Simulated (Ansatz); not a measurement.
## GeH$_{4}$BrClO$_{3}$: geometry relaxation (part 1 of 2)

The run: geometry relaxation of GeH$_{4}$BrClO$_{3}$. Method and program: RHF/def2-SVP (Ansatz 0.2.0).

The input holds or restrains some coordinates. It belongs to a series of runs on one base structure; here: pulled along the bonds that form and break, towards end B. Figures and captions count atoms from 1; the log counts them from 0 in places.

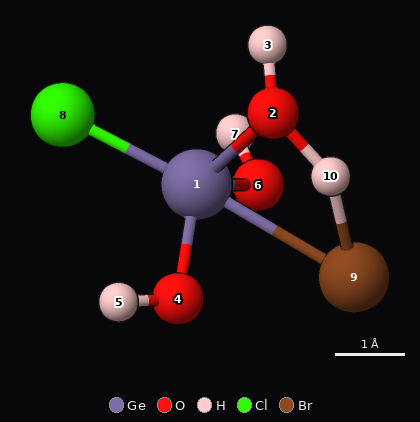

*The starting structure (ball-and-stick view, seen at a tilt; atoms are numbered from 1 in the order of the input). Sticks mark near contacts.*

Bond lengths as drawn: Br–Ge 2.70 Å, Br–H 1.75 Å, Cl–Ge 2.22 Å, Ge–O 1.77 to 2.12 Å and H–O 1.01 to 1.25 Å.

**Results in brief**

```tsv
quantity	value
outcome	converged under the restraints of the input
total energy	−145130.4755 eV
mean-field energy	−145130.4755 eV
largest force (length of the vector) at the end, held atoms and coordinates included	1.275 eV/Å
hardware	4 threads of Arm Neoverse V2, 24 GiB of memory available, shared host
wall time	57 s (CPU time 3.5 min)
peak memory	0.44 GiB
```

**Input**
```yaml
crystal:
  periodic: [false, false, false]
  atoms:
    - { symbol: Ge, position_ang: [0.0, 0.0, 0.0] }
    - { symbol: O, position_ang: [0.0, 0.0, 2.12] }
    - { symbol: H, position_ang: [-0.9095, -0.2814, 2.4571] }
    - { symbol: O, position_ang: [1.6691, 0.0, -0.5894] }
    - { symbol: H, position_ang: [1.9855, -0.9521, -0.7061] }
    - { symbol: O, position_ang: [-0.8337, 1.4443, -0.5894] }
    - { symbol: H, position_ang: [-1.7915, 1.2136, -0.8118] }
    - { symbol: Cl, position_ang: [-1.0456, -1.8115, -0.7393] }
    - { symbol: Br, position_ang: [1.416, 2.1354, 0.8514] }
    - { symbol: H, position_ang: [0.6903, 1.0411, 2.0012] }
basis:
  gaussian: { orbitals: def2-SVP }
hamiltonian:
  xc: hf
relax:
  f_tol: 0.15
  max_steps: 25
  restrain:
    - { distance: [0, 8], at: 2.4, k: 30.0 }
    - { distance: [9, 1], at: 1.01, k: 30.0 }
    - { distance: [0, 1], at: 2.97, k: 30.0 }
    - { distance: [9, 8], at: 2.75, k: 30.0 }
output:
  orbitals: {}
```

Command:
```bash
ansatz run input.yaml --threads 4 --pin off --max-ram 5120MiB --backend cpu --events-out ev --progress --plain --runs-dir out
```

**Output**
```
The last accepted step is kept in [file] (removed where the run ends without a failure and the disk answers)
Engine: ansatz 0.2.0, aarch64-unknown-linux-gnu
Functional definition: HF
  exchange = exact_x
  correlation = 0
1472 factors; integrals over basis functions are off by at most 3.0e-4 eV
mean field evaluation 1: about -145120.8369 eV, gradient 5.2e1 eV
mean field evaluation 2: about -145120.9007 eV, gradient 5.2e1 eV
mean field evaluation 4: about -145126.3436 eV, gradient 3.5e0 eV
mean field evaluation 8: about -145126.3912 eV, gradient 1.3e-1 eV
mean field -145126.39138963 eV, -5333.2965133677 hartree, gradient 1.4e-5 eV, S^2 0.000000; 0 other end points of the search recorded, 0 dependent functions left out
the calculation of the forces begins
reference -145126.39138963 eV, -5333.2965133677 hartree; 56, 56 occupied and 88, 88 virtual orbitals, 1472 factors
relax step   1: F+E_penalty+E_count = -145126.39138963 eV  Δ(F+E_penalty+E_count) = +0.000e0 eV  max|allowed force component| = 5.554e0 eV/Å  E_restraint = 28.22663222 eV  max|allowed force component, restraints' pulls added| = 2.462e1 eV/Å  Δτ_max = 0.0000 Å  (37 SCF iters, accepted)
  distance Ge 0 - Br 8 = 2.7000 Å
  distance H 9 - O 1 = 1.2548 Å
  distance Ge 0 - O 1 = 2.1200 Å
  distance H 9 - Br 8 = 1.7453 Å
these checks for a lower state are left out or cut short: starts, cluster_reference, orbital_swaps, neighbouring_geometries, increment
1472 factors; integrals over basis functions are off by at most 4.3e-4 eV
mean field evaluation 16: about -145126.3833 eV, gradient 5.0e-1 eV
mean field -145126.38381542 eV, -5333.2962350206 hartree, gradient 3.1e-5 eV, S^2 0.000000; 0 other end points of the search recorded, 0 dependent functions left out
[... from here on the field's lines of each further geometry are left out, up to the last ...]
relax step   2: F+E_penalty+E_count = -145126.38381542 eV  Δ(F+E_penalty+E_count) = +7.574e-3 eV  max|allowed force component| = 4.002e0 eV/Å  E_restraint = 13.87392774 eV  max|allowed force component, restraints' pulls added| = 1.680e1 eV/Å  Δτ_max = 0.1909 Å  (41 SCF iters, accepted)
relax step   3: F+E_penalty+E_count = -145126.69205315 eV  Δ(F+E_penalty+E_count) = -3.082e-1 eV  max|allowed force component| = 2.657e0 eV/Å  E_restraint = 5.10725994 eV  max|allowed force component, restraints' pulls added| = 9.609e0 eV/Å  Δτ_max = 0.1948 Å  (35 SCF iters, accepted)
relax step   4: F+E_penalty+E_count = -145127.48286531 eV  Δ(F+E_penalty+E_count) = -7.908e-1 eV  max|allowed force component| = 2.284e0 eV/Å  E_restraint = 0.54529245 eV  max|allowed force component, restraints' pulls added| = 4.724e0 eV/Å  Δτ_max = 0.1945 Å  (35 SCF iters, accepted)
relax step   5: F+E_penalty+E_count = -145128.46035138 eV  Δ(F+E_penalty+E_count) = -9.775e-1 eV  max|allowed force component| = 1.116e0 eV/Å  E_restraint = 0.02827755 eV  max|allowed force component, restraints' pulls added| = 8.476e-1 eV/Å  Δτ_max = 0.1947 Å  (33 SCF iters, accepted)
relax step   6: F+E_penalty+E_count = -145128.79062250 eV  Δ(F+E_penalty+E_count) = -3.303e-1 eV  max|allowed force component| = 1.465e0 eV/Å  E_restraint = 0.01973868 eV  max|allowed force component, restraints' pulls added| = 7.320e-1 eV/Å  Δτ_max = 0.1999 Å  (35 SCF iters, accepted)
relax step   7: F+E_penalty+E_count = -145129.17976955 eV  Δ(F+E_penalty+E_count) = -3.891e-1 eV  max|allowed force component| = 2.521e0 eV/Å  E_restraint = 0.01099654 eV  max|allowed force component, restraints' pulls added| = 2.312e0 eV/Å  Δτ_max = 0.1944 Å  (34 SCF iters, accepted)
relax step   8: F+E_penalty+E_count = -145129.46094143 eV  Δ(F+E_penalty+E_count) = -2.812e-1 eV  max|allowed force component| = 2.179e0 eV/Å  E_restraint = 0.01119328 eV  max|allowed force component, restraints' pulls added| = 1.697e0 eV/Å  Δτ_max = 0.1950 Å  (33 SCF iters, accepted)
relax step   9: F+E_penalty+E_count = -145129.65643874 eV  Δ(F+E_penalty+E_count) = -1.955e-1 eV  max|allowed force component| = 1.249e0 eV/Å  E_restraint = 0.03829809 eV  max|allowed force component, restraints' pulls added| = 8.204e-1 eV/Å  Δτ_max = 0.1991 Å  (34 SCF iters, accepted)
relax step  10: F+E_penalty+E_count = -145129.66125657 eV  Δ(F+E_penalty+E_count) = -4.818e-3 eV  max|allowed force component| = 2.430e0 eV/Å  E_restraint = 0.03405935 eV  max|allowed force component, restraints' pulls added| = 1.891e0 eV/Å  Δτ_max = 0.1950 Å  (33 SCF iters, accepted)
relax step  11: F+E_penalty+E_count = -145129.77532417 eV  Δ(F+E_penalty+E_count) = -1.141e-1 eV  max|allowed force component| = 1.482e0 eV/Å  E_restraint = 0.04688069 eV  max|allowed force component, restraints' pulls added| = 4.073e-1 eV/Å  Δτ_max = 0.1998 Å  (33 SCF iters, accepted)
relax step  12: F+E_penalty+E_count = -145129.85058417 eV  Δ(F+E_penalty+E_count) = -7.526e-2 eV  max|allowed force component| = 1.313e0 eV/Å  E_restraint = 0.06395559 eV  max|allowed force component, restraints' pulls added| = 7.873e-1 eV/Å  Δτ_max = 0.1942 Å  (33 SCF iters, accepted)
relax step  13: F+E_penalty+E_count = -145129.93966993 eV  Δ(F+E_penalty+E_count) = -8.909e-2 eV  max|allowed force component| = 1.071e0 eV/Å  E_restraint = 0.06479996 eV  max|allowed force component, restraints' pulls added| = 7.621e-1 eV/Å  Δτ_max = 0.1949 Å  (34 SCF iters, accepted)
relax step  14: F+E_penalty+E_count = -145130.00977777 eV  Δ(F+E_penalty+E_count) = -7.011e-2 eV  max|allowed force component| = 1.499e0 eV/Å  E_restraint = 0.03267568 eV  max|allowed force component, restraints' pulls added| = 6.335e-1 eV/Å  Δτ_max = 0.1952 Å  (33 SCF iters, accepted)
relax step  15: F+E_penalty+E_count = -145130.08946288 eV  Δ(F+E_penalty+E_count) = -7.969e-2 eV  max|allowed force component| = 1.400e0 eV/Å  E_restraint = 0.03580802 eV  max|allowed force component, restraints' pulls added| = 4.169e-1 eV/Å  Δτ_max = 0.2000 Å  (33 SCF iters, accepted)
relax step  16: F+E_penalty+E_count = -145130.15248138 eV  Δ(F+E_penalty+E_count) = -6.302e-2 eV  max|allowed force component| = 1.664e0 eV/Å  E_restraint = 0.04419617 eV  max|allowed force component, restraints' pulls added| = 1.664e0 eV/Å  Δτ_max = 0.1951 Å  (33 SCF iters, accepted)
relax step  17: F+E_penalty+E_count = -145130.24523495 eV  Δ(F+E_penalty+E_count) = -9.275e-2 eV  max|allowed force component| = 1.218e0 eV/Å  E_restraint = 0.04434152 eV  max|allowed force component, restraints' pulls added| = 1.051e0 eV/Å  Δτ_max = 0.2000 Å  (33 SCF iters, accepted)
relax step  18: F+E_penalty+E_count = -145130.36544297 eV  Δ(F+E_penalty+E_count) = -1.202e-1 eV  max|allowed force component| = 1.178e0 eV/Å  E_restraint = 0.04181360 eV  max|allowed force component, restraints' pulls added| = 5.019e-1 eV/Å  Δτ_max = 0.1998 Å  (34 SCF iters, accepted)
relax step  19: F+E_penalty+E_count = -145130.41088866 eV  Δ(F+E_penalty+E_count) = -4.545e-2 eV  max|allowed force component| = 1.192e0 eV/Å  E_restraint = 0.04279028 eV  max|allowed force component, restraints' pulls added| = 9.814e-1 eV/Å  Δτ_max = 0.2000 Å  (34 SCF iters, accepted)
relax step  20: F+E_penalty+E_count = -145130.37380754 eV  Δ(F+E_penalty+E_count) = +3.708e-2 eV  max|allowed force component| = 2.225e0 eV/Å  E_restraint = 0.03680823 eV  max|allowed force component, restraints' pulls added| = 2.225e0 eV/Å  Δτ_max = 0.1910 Å  (33 SCF iters, rejected (line search))
relax step  21: F+E_penalty+E_count = -145130.45063742 eV  Δ(F+E_penalty+E_count) = -3.975e-2 eV  max|allowed force component| = 1.132e0 eV/Å  E_restraint = 0.04027797 eV  max|allowed force component, restraints' pulls added| = 4.152e-1 eV/Å  Δτ_max = 0.0935 Å  (34 SCF iters, accepted)
relax step  22: F+E_penalty+E_count = -145130.46439151 eV  Δ(F+E_penalty+E_count) = -1.375e-2 eV  max|allowed force component| = 1.170e0 eV/Å  E_restraint = 0.04014739 eV  max|allowed force component, restraints' pulls added| = 2.042e-1 eV/Å  Δτ_max = 0.1000 Å  (33 SCF iters, accepted)
the calculation of the forces begins
reference -145130.47551382 eV, -5333.4466021633 hartree; 56, 56 occupied and 88, 88 virtual orbitals, 1473 factors
relax step  23: F+E_penalty+E_count = -145130.47551382 eV  Δ(F+E_penalty+E_count) = -1.112e-2 eV  max|allowed force component| = 1.162e0 eV/Å  E_restraint = 0.04042555 eV  max|allowed force component, restraints' pulls added| = 4.513e-2 eV/Å  Δτ_max = 0.1346 Å  (33 SCF iters, accepted)
```

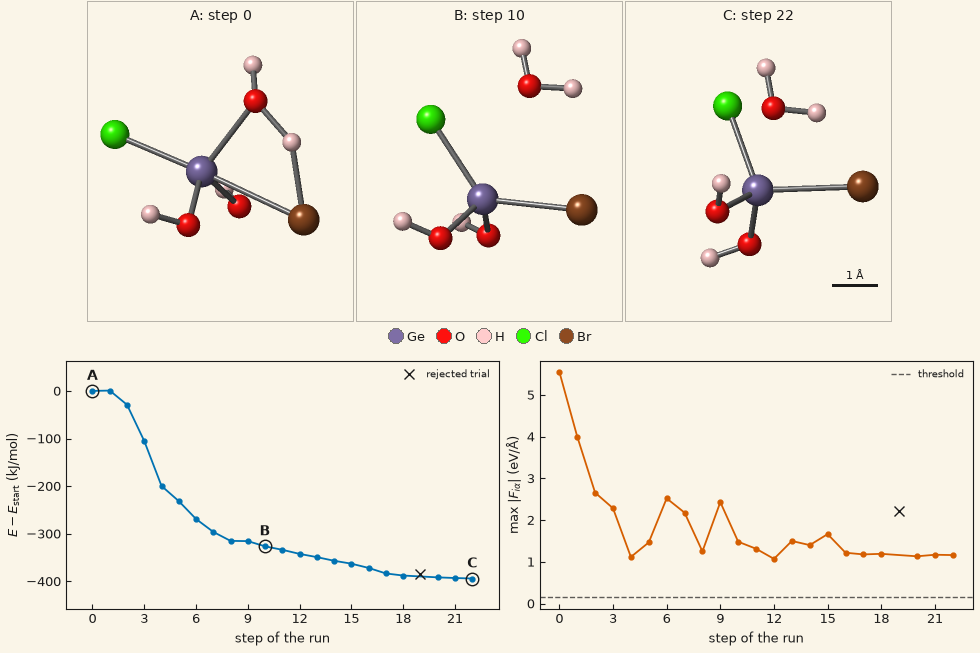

*Frames of the restrained relaxation (ball-and-stick view, seen at a tilt) above the curves, on which the letters mark them (the first geometry is step 0 here and step 1 in the log).*

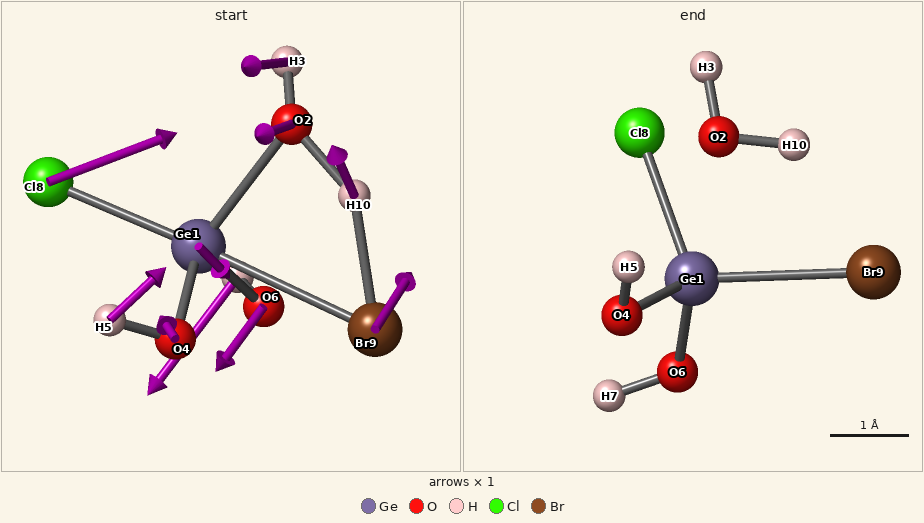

*Before (left) and after (right) the restrained relaxation, at one scale (ball-and-stick view, seen at a tilt). The pink arrows give the displacements, at true length.*

Over 22 geometry steps the energy falls by 394.1 kJ/mol. The largest force component goes from 5.6 to 1.2 eV/Å. The line search rejected the trial step at point 19 (counted from 0) and went back. The atom that moves furthest after the best rigid fit is H7 (1.94 Å). Largest moves by element: H 1.94 Å, Cl 1.89 Å, Br 1.45 Å, O 1.13 Å, Ge 0.80 Å. Among the contacts that change: Br9–H10 1.745 → 2.753 Å, Ge1–O2 2.120 → 2.979 Å, Ge1–Br9 2.700 → 2.369 Å, O2–H10 1.255 → 0.970 Å. New bonds form: O2–H10 (1.25 → 0.97 Å). Bonds break: Br9–H10 (1.75 → 2.75 Å), Ge1–O2 (2.12 → 2.98 Å). Among the angles that change: Cl8–Ge1–Br9 176.5° → 109.8°, O4–Ge1–Br9 67.1° → 113.3°, H3–O2–H10 139.3° → 106.0°. (Atoms are counted from 1 in the order of the input.)

```
  distance Ge 0 - Br 8 = 2.3687 Å
  distance H 9 - O 1 = 0.9697 Å
  distance Ge 0 - O 1 = 2.9789 Å
  distance H 9 - Br 8 = 2.7529 Å
1473 factors; integrals over basis functions are off by at most 4.6e-4 eV
mean field -145130.47551382 eV, -5333.4466021633 hartree, gradient 2.6e-5 eV, S^2 0.000000; 1 other end points of the search recorded, 0 dependent functions left out
the calculation of the forces begins
reference -145130.47551382 eV, -5333.4466021633 hartree; 56, 56 occupied and 88, 88 virtual orbitals, 1473 factors
Total energy: -145130.47551382 eV, -5333.4466021633 hartree
Atom 0 at    -0.231496     0.690663    -0.306274 Å, force     0.047034     0.831748     0.373262 eV/Å
Atom 1 at     0.842995    -0.555314     2.177038 Å, force     0.278494     0.963863     0.750593 eV/Å
Atom 2 at     0.149820    -0.986182     2.657169 Å, force     0.009639     0.001966    -0.012282 eV/Å
Atom 3 at     1.127512    -0.330937    -0.578584 Å, force    -0.045134     0.002819    -0.013813 eV/Å
Atom 4 at     1.420368    -0.757991     0.218334 Å, force     0.033064    -0.020490    -0.000145 eV/Å
Atom 5 at    -0.679500     1.446473    -1.797605 Å, force     0.041234    -0.008720     0.020272 eV/Å
Atom 6 at    -0.736820     0.888301    -2.559743 Å, force     0.022372    -0.012717    -0.022229 eV/Å
Atom 7 at    -1.927524    -0.406460     0.420844 Å, force     0.015827     0.029393     0.029361 eV/Å
Atom 8 at     0.233197     2.502662     1.146774 Å, force    -0.247331    -0.626010    -0.623091 eV/Å
Atom 9 at     0.982047     0.298186     2.615747 Å, force    -0.155198    -1.161851    -0.501929 eV/Å
Dipole moment:     0.007666    -0.366893     0.362101 e Å
```

**Trajectory as extended XYZ (Å, eV, eV/Å), 23 frames, from step=1 to step=23**
```
10
Properties=species:S:1:pos:R:3:forces:R:3 step=1 energy=-145126.39139
Ge    0.0000    0.0000    0.0000    1.3086   1.7169   0.6914
O     0.0000    0.0000    2.1200   -2.3245  -1.4341  -2.8939
H    -0.9095   -0.2814    2.4571    2.6642   1.3023  -0.3732
O     1.6691    0.0000   -0.5894   -0.4236  -5.5536  -0.6412
H     1.9855   -0.9521   -0.7061   -0.6154   2.7103  -0.0088
O    -0.8337    1.4443   -0.5894   -3.9595  -2.7994  -0.4765
H    -1.7915    1.2136   -0.8118    2.6586   0.9413   0.3609
Cl   -1.0456   -1.8115   -0.7393    0.5865   1.1296   0.9105
Br    1.4160    2.1354    0.8514    0.4986   1.6140   2.6916
H     0.6903    1.0411    2.0012   -0.3935   0.3726  -0.2609
10
Properties=species:S:1:pos:R:3:forces:R:3 step=2 energy=-145126.38382
Ge    0.0434    0.0626   -0.1088    1.0839   1.4058   1.0413
O    -0.0001   -0.0097    2.2471    1.1891   0.2861  -3.4159
H    -0.9071   -0.2750    2.4647    1.0560   1.5408   0.5082
O     1.6860   -0.0302   -0.6067    0.1374  -4.0016  -0.9409
H     1.9844   -0.9478   -0.7083   -0.0359   1.0022  -0.2364
O    -0.8625    1.4449   -0.6012   -2.9683  -1.6878  -0.5725
H    -1.7846    1.2160   -0.8124    1.0708   0.5730  -0.0073
Cl   -1.0373   -1.7961   -0.7301    0.7465   1.4068   0.9140
Br    1.4524    2.1995    0.7222    0.1167   1.1192   2.0381
H     0.6061    0.9252    2.1273   -2.3963  -1.6444   0.6714
10
Properties=species:S:1:pos:R:3:forces:R:3 step=3 energy=-145126.69205
Ge    0.0992    0.1455   -0.2178    0.3515   0.6363   1.4959
O     0.0195   -0.0189    2.3603    0.5406  -2.0906  -2.0519
H    -0.9034   -0.2544    2.4773    0.7200   1.7206   0.4474
O     1.7027   -0.0614   -0.6253    1.3731  -2.6573  -1.3632
H     1.9876   -0.9532   -0.7129    0.4239  -0.6196  -0.4069
O    -0.8912    1.4440   -0.6126   -2.4235  -0.1878  -0.7837
H    -1.7866    1.2173   -0.8157   -0.3614   0.1535  -0.3244
Cl   -1.0244   -1.7725   -0.7179    0.9556   1.7555   0.8500
Br    1.4659    2.2315    0.6044   -0.0804   0.9158   1.4810
H     0.5112    0.8116    2.2540   -1.4993   0.3737   0.6560
10
Properties=species:S:1:pos:R:3:forces:R:3 step=4 energy=-145127.48286
Ge    0.1813    0.2754   -0.3068    0.5800   0.4911   0.9744
O     0.0201   -0.0963    2.5113    0.5871  -2.2839  -0.9732
H    -0.9156   -0.2325    2.5032    0.0579   1.2114   0.2675
O     1.7699   -0.1263   -0.7026    0.7143  -1.1596  -1.0102
H     2.0118   -1.0228   -0.7345    0.3098  -1.3124  -0.3829
O    -0.9610    1.4710   -0.6631   -1.1587   0.0870  -0.5300
H    -1.8387    1.2066   -0.8370   -0.9849  -0.2877  -0.4446
Cl   -0.9737   -1.6811   -0.6819    0.9426   1.7344   0.7157
Br    1.4547    2.2555    0.4888   -0.3005   0.3131   1.1022
H     0.4320    0.7398    2.4164   -0.7476   1.2065   0.2812
10
Properties=species:S:1:pos:R:3:forces:R:3 step=5 energy=-145128.46035
Ge    0.2689    0.3948   -0.3423    0.2562   0.3107   0.1757
O     0.0208   -0.1672    2.5465    1.0217   0.4713  -0.8918
H    -0.9242   -0.2124    2.5460    0.0697   0.6620   0.2349
O     1.8148   -0.2155   -0.8252   -0.0255   0.0073  -0.3712
H     2.0003   -1.1372   -0.7683   -0.2438  -0.4267  -0.2298
O    -1.0340    1.4739   -0.7481    0.2094  -0.0884  -0.1368
H    -1.9069    1.1431   -0.8700   -0.2206  -0.4178  -0.2780
Cl   -0.8873   -1.5222   -0.6099    0.4560   0.8476   0.6346
Br    1.4423    2.3008    0.5353   -0.4068  -0.4180   0.4693
H     0.3859    0.7314    2.5297   -1.1163  -0.9480   0.3932
```
